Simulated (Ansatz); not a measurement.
**What PtS2 monolayer (2H) distorts into**

Which phase does PtS2 monolayer (2H) fall into along its unstable mode, and how much energy does it gain?

Calculated with Ansatz 0.2.0; DFT PBE, scalar-relativistic, plane waves, PAW; PAW set soft_1.

## (1) The structure

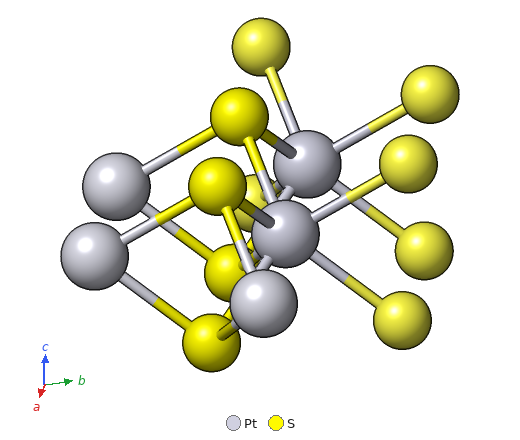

The cell as given, slightly off an axis (platinum light grey, sulfur yellow). 2×1×1 cells are drawn. Some periodic images of atoms are drawn too.

The cell holds 3 atoms: 1 Pt and 2 S. Cell: a = 3.487 Å, b = 3.487 Å, c = 30.000 Å, α = 90.0°, β = 90.0°, γ = 120.0°. It derives from PtS2. Vacuum lies along c.

As a file:

```cif
data_structure
_symmetry_space_group_name_H-M 'P 1'
_symmetry_Int_Tables_number 1
_cell_length_a 3.4867
_cell_length_b 3.4867
_cell_length_c 30.0000
_cell_angle_alpha 90.000
_cell_angle_beta 90.000
_cell_angle_gamma 120.000
_cell_volume 315.85
loop_
_atom_site_label
_atom_site_type_symbol
_atom_site_fract_x
_atom_site_fract_y
_atom_site_fract_z
_atom_site_occupancy
Pt1 Pt 0.33333 0.66667 0.33333 1
S2 S 0.66667 0.33333 0.37959 1
S3 S 0.66667 0.33333 0.28708 1
```

## (2) Response at finite wavevector

The cell comes from relaxations at this level that are not shown. Stability and thermal properties need the whole zone. Linear response on a 6×6×1 q mesh gives force constants as far as a supercell of that size would.

File input.yaml:

```yaml
crystal:
  lattice:
    - [3.4867210453, 0.0, 0.0]
    - [-1.7433605227, 3.0195890011, 0.0]
    - [0.0, 0.0, 30.0]
  atoms:
    - { symbol: Pt, position: [0.3333333333, 0.6666666667, 0.3333333333] }
    - { symbol: S, position: [0.6666666667, 0.3333333333, 0.3795907371] }
    - { symbol: S, position: [0.6666666667, 0.3333333333, 0.2870759295] }
  periodic: [true, true, false]
kpoints:
  mp_grid: { grid: [18, 18, 1] }
hamiltonian:
  xc: pbe
  pseudopotentials: { kind: paw, azcp: { folder: soft_1 } }
scf:
  occupations: { method: methfessel_paxton, width: 0.2 }
output:
  eigenvalues: true
phonons:
  method: dfpt
  qmesh: [6, 6, 1]
  temperatures: { t_max: 1000, t_step: 50 }
  qpath:
    path:
      - [0.0, 0.0, 0.0]
      - [0.5, 0.0, 0.0]
      - [0.33333333, 0.33333333, 0.0]
      - [0.0, 0.0, 0.0]
    npoints: 10
```

Run with:

```console
> ansatz run input.yaml --threads 4 --pin off --max-ram 16384MiB --backend cpu --events-out ev --progress --plain --runs-dir out
```

Numbers of over 12 decimals in the logs are rounded to 6 here.

The log of the run:

```text
Engine: ansatz 0.2.0, aarch64-unknown-linux-gnu
Pseudopotentials: kind: paw
Pseudopotential: Pt, paw, valence charge 18, recommended cutoff 420 eV (normal), soft_1/Pt.paw.azcp
Pseudopotential: S, paw, valence charge 6, recommended cutoff 420 eV (normal), soft_1/S.paw.azcp
Functional definition: PBE
  parameter kappa = 0.804
  parameter beta = 0.066725
  exchange = pbe_x(kappa = kappa, mu = beta*pi^2/3)
  correlation = pbe_c(beta = beta)
Crystal: 3 atoms, lattice volume = 315.854 Å³
Basis set: ecut = 420 eV, 6167 PW (Γ), exchange–correlation on 48×48×432 points (8 copies of the dense FFT grid, shifted against one another)
Bands: 19, of which v1, the nominal top of the filled ones, is band 15 counted from 1 (14 counted from 0)
Symmetry: 12 space group operations
k-points: 37 of 324 (time reversal used)
Non-local potential: Pt, projectors of the file, l = 0: 3, l = 1: 2, l = 2: 2, l = 3: 1
Non-local potential: S, projectors of the file, l = 0: 2, l = 1: 2, l = 2: 1
PAW form: soft (Blöchl's): semilocal exchange-correlation on the pseudo side does not see the compensation charge
PAW one-centre angular grid: Pt, 590 points (default); XC on 64 Gauss nodes
PAW one-centre angular grid: S, 110 points (default); XC on 64 Gauss nodes
Initial density: superposition of atomic densities (neutral atoms: chi_scale 0, normalization atom)
Initial wavefunctions: pseudopotential atomic-orbital guess
Functional: x = pbe(κ = 0.804, μ = 0.219515), c = pbe(β = 0.066725)
SCF iter   1: F=—  HF=-14329.162035 eV  |F-HF|=—  |Δ(HF+E_count)|=         —  Δρ=3.81e-2  dr2=6.15e0  ethr=3.10e-3  ⟨swp⟩=15.0  Hψ=6662  notcnv=0
preconditioner: auto → LDOS  [metal: Δε(μ)=0.035 eV  Ē_g=8.554 eV  σ=0.200 eV  W_gap=0.15  n_scr=16 (ndim 8)  ℏωp=9.8 eV  f_vac=0.778  D(μ)=2.94/eV (n_scr^D=12)  β→1.0]
SCF iter   2: F=—  HF=-14328.297629 eV  |F-HF|=—  |Δ(HF+E_count)|=   8.64e-1  S|Δr|=    0.00e0  Δρ=1.09e-2  dr2=7.42e-1  ethr=3.10e-3  ⟨swp⟩=3.1  Hψ=1911  notcnv=0
SCF iter   3: F=—  HF=-14328.210461 eV  |F-HF|=—  |Δ(HF+E_count)|=   8.72e-2  S|Δr|=    0.00e0  Δρ=7.52e-3  dr2=2.26e-1  ethr=2.47e-3  ⟨swp⟩=4.2  Hψ=2059  notcnv=0
SCF iter   4: F=—  HF=-14328.150155 eV  |F-HF|=—  |Δ(HF+E_count)|=   6.03e-2  S|Δr|=    0.00e0  Δρ=1.33e-3  dr2=1.47e-2  ethr=7.54e-4  ⟨swp⟩=3.4  Hψ=1866  notcnv=0
SCF iter   5: F=—  HF=-14328.147933 eV  |F-HF|=—  |Δ(HF+E_count)|=   2.22e-3  S|Δr|=    0.00e0  Δρ=3.09e-4  dr2=1.55e-4  ethr=4.91e-5  ⟨swp⟩=3.5  Hψ=1657  notcnv=0
SCF iter   6: F=—  HF=-14328.148085 eV  |F-HF|=—  |Δ(HF+E_count)|=   1.52e-4  S|Δr|=    0.00e0  Δρ=4.52e-5  dr2=8.63e-6  ethr=5.15e-7  ⟨swp⟩=3.7  Hψ=1756  notcnv=0
SCF iter   7: F=—  HF=-14328.148095 eV  |F-HF|=—  |Δ(HF+E_count)|=   9.56e-6  S|Δr|=    0.00e0  Δρ=1.25e-5  dr2=6.41e-7  ethr=2.88e-8  ⟨swp⟩=3.5  Hψ=1614  notcnv=0
SCF iter   8: F=—  HF=-14328.148204 eV  |F-HF|=—  |Δ(HF+E_count)|=   1.09e-4  S|Δr|=    0.00e0  Δρ=2.46e-6  dr2=1.83e-8  ethr=2.14e-9  ⟨swp⟩=3.5  Hψ=1538  notcnv=0
SCF iter   9: F=—  HF=-14328.148204 eV  |F-HF|=—  |Δ(HF+E_count)|=   1.18e-7  S|Δr|=    0.00e0  Δρ=5.42e-7  dr2=9.71e-10  ethr=6.10e-11  ⟨swp⟩=3.8  Hψ=1733  notcnv=0
SCF iter  10: F=—  HF=-14328.148204 eV  |F-HF|=—  |Δ(HF+E_count)|=   9.50e-9  S|Δr|=    0.00e0  Δρ=2.05e-7  dr2=1.07e-10  ethr=3.24e-12  ⟨swp⟩=3.5  Hψ=1770  notcnv=0
SCF iter  11: F=-14328.148204 eV  HF=-14328.148204 eV  |F-HF|=4.00e-11  |Δ(HF+E_count)|=   1.18e-9  S|Δr|=    0.00e0  Δρ=3.41e-8  dr2=7.09e-12  ethr=1.00e-12  ⟨swp⟩=16.1  Hψ=7407  notcnv=0
SCF 1 converged in 11 iterations: F = -14328.148204 eV  dr2 = 7.09e-12
  greatest PAW one-centre occupation: 1.000 electrons in one spin orbital (limit 2), on the Pt atom at site 0 (counted from 0), in its partial waves of l = 0
phonons: the bands overlap, so this run is a metal and interpolates without the dipole-dipole term. If the crystal is really an insulator or semiconductor, its LO-TO splitting is missing
NSCF: frozen V_eff on 37 k-points
WARN: eigensolver did not converge (k=0): 1 band(s) unlocked after 2 eigensolves, warm-restarted (20 sweeps on the last) at ethr=1.51e-12 eV (storage-precision floor; scheduled 1.00e-12 eV) (lowest unlocked band 18, counted from 0; max residual 7.34e-5 eV among the unlocked bands, 7.34e-5 eV over every band; other slots of this pass that fall short are told together in one closing line; warning suppressed until the next SCF loop or pass starts)
WARN: eigensolver did not converge in 29 slots of this pass, the one above among them; of largest residual over every band (k=30): 1 band(s) unlocked (lowest unlocked band 18, counted from 0; max residual 4.95e-3 eV among the unlocked bands, 4.95e-3 eV over every band); of lowest unlocked band (k=0): band 18
NSCF: frozen V_eff on 91 k-points
DFPT response loops at q = (0, 0, 0) (fractional): preconditioner auto → none (partly filled bands, converged f_vac=0.779); β = 0.50; Broyden in place of MSR1
NSCF: frozen V_eff on 342 k-points
DFPT response loops at q = (0, 0.166667, 0) (fractional): mixed as the last ones told, above
NSCF: frozen V_eff on 342 k-points
DFPT response loops at q = (0, 0.333333, 0) (fractional): mixed as the last ones told, above
NSCF: frozen V_eff on 182 k-points
DFPT response loops at q = (0, -0.5, 0) (fractional): mixed as the last ones told, above
NSCF: frozen V_eff on 648 k-points
DFPT response loops at q = (0.166667, 0.166667, 0) (fractional): mixed as the last ones told, above
NSCF: frozen V_eff on 648 k-points
DFPT response loops at q = (0.166667, 0.333333, 0) (fractional): mixed as the last ones told, above
NSCF: frozen V_eff on 342 k-points
DFPT response loops at q = (0.333333, 0.333333, 0) (fractional): mixed as the last ones told, above
SCF converged after 11 iterations
Stability not checked: this state was not tested for a lower state beside it, because cold or Methfessel-Paxton smearing, or corrected tetrahedra, fill the levels in a way that the test cannot read (fill_not_monotonic; see scf.lower_state_search)
Free energy (F): -14328.148204 eV
Harris-Foulkes:  -14328.148204 eV  (|F-HF|=4.00e-11)
Internal energy: -14328.146066 eV  (E = F + TS)
E sigma→0 (E₀):  -14328.147670 eV
Entropy (-TS):   -0.002137 eV (-0.712 meV/atom)
Fermi energy:    -5.190057 eV
--- Per-component energies (eV) ---
  E_band       = -797.700928
  E_kinetic    = 803.148574
  E_local      = -51473.929710  (includes V_loc(G=0)·N_el)
  E_nonlocal   = 273.050472
  E_hartree    = 25184.803456
  E_xc         = -407.244868
  E_vxc        = -432.971474  (∫ρ·V_xc dr)
  E_paw        = -10700.659526  (= ΣΔE_a)
  E_vpaw       = -336.607238  (= ΣTr[D̂ρ^β])
  E_aug_tail   = 0.001114  (compensation charges beyond the density's cutoff)
  E_ewald      = 21992.684421
  E_smearing   = -0.002137  (= −TS)
  E_closure    = -0.000000  (closes the sum)
  Σ components = -14328.148204   (vs F -14328.148204, Δ=0.00e0)
--- Band table (eV; the first three rows and the last of 37) ---
  k-point 0: bands = [... 11 lower, -7.5409, -6.7713, -4.8873, -4.8873, -4.4973, -4.4973, -2.1717, -0.4507]
  k-point 1: bands = [... 11 lower, -7.5842, -6.7356, -4.9807, -4.8463, -4.6239, -4.5640, -1.9853, -0.4031]
  k-point 2: bands = [... 11 lower, -7.7150, -6.6643, -5.1892, -4.9158, -4.7520, -4.7321, -1.5279, -0.2638]
  k-point 36: bands = [... 11 lower, -8.6625, -8.5077, -8.2461, -5.7929, -4.4447, -4.0417, -0.1569, 0.1839]
--- Phonons (Γ-DFPT): 4 representative perturbations + reference (Σ response iterations 22) ---
  ASR residual: 1.185e-4 → 0.000e0 eV/Å²; symmetrization residual: 2.364e-6 eV/Å²
  ASR residual per site (eV/Å²): 1.18e-4 2.09e-5 2.09e-5
  Γ frequencies (cm⁻¹): -65.03 -65.03 0.00 0.00 0.00 82.38 127.09 127.09 306.67
--- Phonons (arbitrary-q DFPT): 7 irreducible q on the 6×6×1 mesh ---
  q = [0.0000, 0.0000, 0.0000] (star 1, of the zone-centre solve; hermiticity 8.09e-7, symmetrization 1.64e-10): -65.03 -65.03 -0.00 0.00 0.00 82.38 127.09 127.09 306.67
  q = [0.0000, 0.1667, 0.0000] (star 6, 6 solved perturbations on 171 of 324 k-point pairs; hermiticity 2.67e-6, symmetrization 4.88e-9): -115.71 -84.93 -82.12 17.44 34.60 66.00 78.11 156.10 301.49
  q = [0.0000, 0.3333, 0.0000] (star 6, 6 solved perturbations on 171 of 324 k-point pairs; hermiticity 2.73e-6, symmetrization 1.86e-8): -69.03 -58.24 50.95 54.12 94.71 136.93 172.16 195.10 283.12
  q = [0.0000, -0.5000, 0.0000] (star 3, 6 solved perturbations on 91 of 324 k-point pairs; hermiticity 2.20e-5, symmetrization 8.51e-6): 47.19 71.53 77.38 103.15 156.56 177.16 195.77 221.98 266.32
  q = [0.1667, 0.1667, 0.0000] (star 6, 4 solved perturbations in 990 linear systems a pass and spin channel, the states on 324 of 324 k-point pairs; hermiticity 2.93e-6, symmetrization 3.53e-9): -116.07 -62.16 33.81 53.63 76.40 113.10 143.91 193.38 289.10
  q = [0.1667, 0.3333, 0.0000] (star 12, 6 solved perturbations on 324 of 324 k-point pairs: no pair is spared here; hermiticity 3.05e-6, symmetrization 1.78e-9): -43.01 54.69 64.63 105.07 141.39 176.30 205.26 216.16 273.27
  q = [0.3333, 0.3333, 0.0000] (star 2, 4 solved perturbations in 470 linear systems a pass and spin channel, the states on 171 of 324 k-point pairs; hermiticity 3.66e-5, symmetrization 1.25e-5): -105.23 41.15 66.59 129.62 130.99 178.83 217.48 236.06 268.85
  sum rule: each row above includes the acoustic sum rule's correction from the zone centre's row sums; it moved no ω² by more than (0.42 cm⁻¹)²
  mesh force constants: q→R imaginary residual 1.56e-18; ASR residual 1.185e-4 → 0.000e0 eV/Å²; symmetrization residual 1.776e-15 eV/Å²
  interpolated dispersion: 31 rows × 9 modes
  density of states and harmonic sums: on the 24×24×1 q-mesh, interpolated from the force constants of a 6×6×1 supercell (no non-analytic term)
  largest difference from the sums on the solved wave vectors: F 3.13e-2 eV, S 3.54e-5 and C_V 5.48e-6 eV/K
  zero-point energy: 0.063874 eV/cell   skipped modes (ω ≤ 0): 105, of them read as no rigid motion or as one in doubt: 102 (1.642e0 modes/cell left out, lowest -129.57 cm⁻¹)   left out of the sums: 1.83e-1 of the cell's modes: C_V's classical limit lies that fraction below 3 k_B per atom; for a crystal, a wire or a layer, F and S can be off by more, and a phonons.interpolated_qmesh denser along its periods is the remedy for the sampling
```

The job ended after 41 min (4 threads of Arm Neoverse N1, shared host; peak memory 3.9 GiB).

The column dr2 measures how far the density is from self-consistency, as an energy; F and HF (Harris–Foulkes) agree once it is small.

Numbers from this step:

```yaml
gap_on_the_k_mesh: 0 eV
sum_rule_residual_before_enforcement: 1.18e-4 eV/Å²
lowest_frequency_on_the_path: -129.4 cm⁻¹
point_group: -6m2
highest_frequency_on_the_path_or_at_a_solved_wavevector: 306.7 cm⁻¹
area_per_atom: 3.509 Å²
highest_optical_mode_at_the_zone_centre_no_lo_to_term: 306.7 cm⁻¹
lowest_optical_zone_centre_mode: -65.03 cm⁻¹
lowest_mode_on_the_q_mesh_acoustic_modes_at_gamma_apart: -116.1 cm⁻¹
```

Frequencies (cm⁻¹) solved at each irreducible wavevector; negative means imaginary. Frequencies by wavevector, by row:

| q in reciprocal lattice units | star | mode 1 | mode 2 | mode 3 | mode 4 | mode 5 | mode 6 | mode 7 | mode 8 | mode 9 |
| --- | --- | --- | --- | --- | --- | --- | --- | --- | --- | --- |
| 0 0 0 | 1 | -65 | -65 | 0 | 0 | 0 | 82.4 | 127.1 | 127.1 | 306.7 |
| 0 0.1667 0 | 6 | -115.7 | -84.9 | -82.1 | 17.4 | 34.6 | 66 | 78.1 | 156.1 | 301.5 |
| 0 0.3333 0 | 6 | -69 | -58.2 | 51 | 54.1 | 94.7 | 136.9 | 172.2 | 195.1 | 283.1 |
| 0 -0.5 0 | 3 | 47.2 | 71.5 | 77.4 | 103.2 | 156.6 | 177.2 | 195.8 | 222 | 266.3 |
| 0.1667 0.1667 0 | 6 | -116.1 | -62.2 | 33.8 | 53.6 | 76.4 | 113.1 | 143.9 | 193.4 | 289.1 |
| 0.1667 0.3333 0 | 12 | -43 | 54.7 | 64.6 | 105.1 | 141.4 | 176.3 | 205.3 | 216.2 | 273.3 |
| 0.3333 0.3333 0 | 2 | -105.2 | 41.1 | 66.6 | 129.6 | 131 | 178.8 | 217.5 | 236.1 | 268.9 |

Interpolated from a 6×6×1 q mesh. Phonon branches along the path, in cm⁻¹:

| point | branch 1 | branch 2 | branch 3 | branch 4 | branch 5 | branch 6 | branch 7 | branch 8 | branch 9 |
| --- | --- | --- | --- | --- | --- | --- | --- | --- | --- |
| Γ | -65 | -65 | 0 | 0 | 0 | 82 | 127 | 127 | 307 |
| M | 47 | 72 | 77 | 103 | 157 | 177 | 196 | 222 | 266 |
| K | -105 | 41 | 67 | 130 | 131 | 179 | 218 | 236 | 269 |
| Γ | -65 | -65 | 0 | 0 | 0 | 82 | 127 | 127 | 307 |

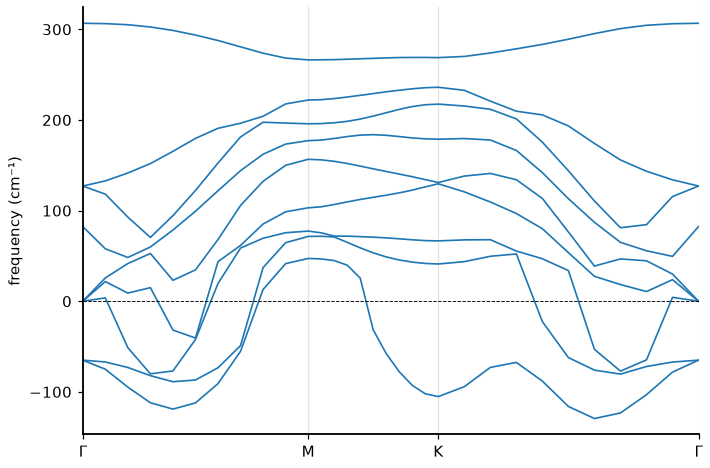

Phonon branches along the path.

Symmetry leaves 7 wavevectors to solve. The lowest mode among them, the acoustic zeros apart, lies at q = (0.167, 0.167, 0) and is imaginary, 116.1i cm⁻¹, so the energy falls along it. Between them the interpolated path dips to 129i cm⁻¹.

## (3) The mode frozen in, largest atomic shift 0 Å

The mode followed lies at q = (0.333, 0.333, 0) with frequency 105.2i cm⁻¹, one of the unstable modes though not the softest. At small amplitude the distorted cell has space group no. 189 by a symmetry search on the positions. The undistorted cell that holds it gives the zero of energy on the same k mesh.

System of this step: PtS2 monolayer (2H). The cell holds 9 atoms: 3 Pt and 6 S. Cell: a = 6.039 Å, b = 6.039 Å, c = 30.000 Å, α = 90.0°, β = 90.0°, γ = 60.0°. It derives from PtS2. Vacuum lies along c.

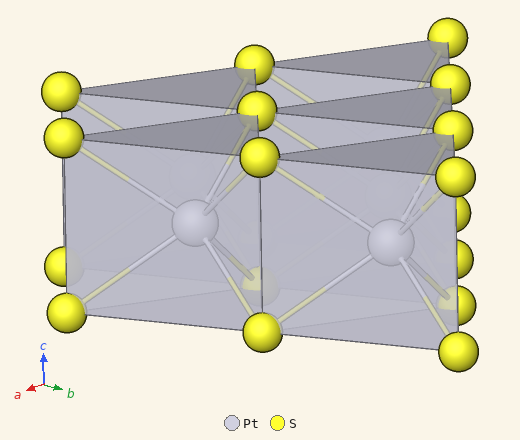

The cell of this step (platinum light grey, sulfur yellow). Some periodic images of atoms are drawn too.

File input.yaml:

```yaml
crystal:
  lattice:
    - [5.2300815679, 3.0195890012, 0.0]
    - [-1.0e-10, 6.0391780022, 0.0]
    - [0.0, 0.0, 30.0]
  atoms:
    - { symbol: Pt, position: [1.0, 0.3333333333, 0.3333333333] }
    - { symbol: Pt, position: [0.3333333333, 0.6666666667, 0.3333333333] }
    - { symbol: Pt, position: [0.6666666667, 0.0, 0.3333333333] }
    - { symbol: S, position: [0.3333333333, 1.0, 0.3795907371] }
    - { symbol: S, position: [0.6666666667, 0.3333333333, 0.3795907371] }
    - { symbol: S, position: [0.0, 0.6666666667, 0.3795907371] }
    - { symbol: S, position: [0.3333333333, 1.0, 0.2870759295] }
    - { symbol: S, position: [0.6666666667, 0.3333333333, 0.2870759295] }
    - { symbol: S, position: [0.0, 0.6666666667, 0.2870759295] }
  periodic: [true, true, false]
kpoints:
  mp_grid: { grid: [9, 9, 1] }
hamiltonian:
  xc: pbe
  pseudopotentials: { kind: paw, azcp: { folder: soft_1 } }
scf:
  occupations: { method: methfessel_paxton, width: 0.2 }
output:
  forces: true
  stress: true
  eigenvalues: true
```

The log of the run:

```text
[...]
Crystal: 9 atoms, lattice volume = 947.562 Å³
Basis set: ecut = 420 eV, 18503 PW (Γ), exchange–correlation on 90×90×432 points (8 copies of the dense FFT grid, shifted against one another)
Bands: 54, of which v1, the nominal top of the filled ones, is band 45 counted from 1 (44 counted from 0)
Symmetry: 36 space group operations
[...]
k-point 1: bands = [... 41 lower, -5.8583, -5.8419, -5.0106, -4.8324, -4.6606, -4.5879, -4.5092, -4.4595, ... 5 higher]
  k-point 2: bands = [... 41 lower, -6.0481, -5.9157, -5.2724, -5.0013, -4.8549, -4.6858, -4.6730, -4.4036, ... 5 higher]
  k-point 11: bands = [... 41 lower, -6.2616, -6.1000, -6.1000, -6.1000, -4.6760, -4.6760, -4.6760, -4.0404, ... 5 higher]
  ° read free of the cell's end (the report's vacuum.weakly_bound_levels)
[key lines of the parts left out:]
SCF converged after 9 iterations
Free energy (F): -42984.445318 eV
Fermi energy:    -5.190617 eV
P = ½ c Tr σ = -0.0033 N/m
```

The job ended after 36 s (4 threads; peak memory 1.6 GiB; 2.3 min of CPU time).

This step gave:

* energy from the undistorted cell: 0 meV/atom

## (4) The mode frozen in, largest atomic shift 0.08 Å

The atoms are moved along the unstable eigenvector, the largest shift by 0.08 Å, with the cell fixed.

input.yaml, the sections that differ from step 3:

```yaml
crystal:
  lattice:
    - [5.2300815679, 3.0195890012, 0.0]
    - [-1.0e-10, 6.0391780022, 0.0]
    - [0.0, 0.0, 30.0]
  atoms:
    - { symbol: Pt, position: [1.0132468754, 0.3333328923, 0.3333333333] }
    - { symbol: Pt, position: [0.333333454, 0.6534199515, 0.3333333333] }
    - { symbol: Pt, position: [0.6534196706, 0.0132466757, 0.3333333333] }
    - { symbol: S, position: [0.333333216, 1.0041564584, 0.3795907372] }
    - { symbol: S, position: [0.6625102585, 0.3333333501, 0.3795907372] }
    - { symbol: S, position: [0.0041563747, 0.6625101915, 0.379590737] }
    - { symbol: S, position: [0.333333216, 1.0041564584, 0.2870759294] }
    - { symbol: S, position: [0.6625102585, 0.3333333501, 0.2870759294] }
    - { symbol: S, position: [0.0041563747, 0.6625101915, 0.2870759297] }
  periodic: [true, true, false]
# kpoints, hamiltonian, scf, output: as in step 3
```

The log of the run:

```text
[...]
k-point 1: bands = [... 41 lower, -5.8919, -5.8761, -5.1219, -4.9580, -4.6765, -4.6030, -4.4875, -4.4209, ... 5 higher]
  k-point 2: bands = [... 41 lower, -6.0797, -5.9533, -5.3932, -5.0139, -4.8763, -4.8636, -4.5506, -4.2970, ... 5 higher]
  k-point 11: bands = [... 41 lower, -6.3501, -6.2644, -5.9401, -5.9401, -4.8883, -4.6594, -4.6594, -4.0778, ... 5 higher]
  ° read free of the cell's end (the report's vacuum.weakly_bound_levels)
[key lines of the parts left out:]
SCF converged after 10 iterations
Free energy (F): -42984.487821 eV
Fermi energy:    -5.254396 eV
P = ½ c Tr σ = 0.1252 N/m
```

Run time: 35 s. Hardware: 4 threads; peak memory 1.6 GiB; 2.2 min of CPU time.

This step gave:

| Item | Value |
| --- | --- |
| energy from the undistorted cell | -5.088 meV/atom |

The energy, extrapolated to zero smearing, is -5.09 meV/atom against the undistorted cell.

(Continued in part 2 of 3.)

[Logs are printed without paths, hosts, clocks, repeated set-up lines and the standing remarks that a program may print on its own settings, such as how far it seeks lower states.]

[Hosts, paths, dates, database ids (printed as entryN), source tags and the programs' standing remarks are cut or masked in the printed files.]
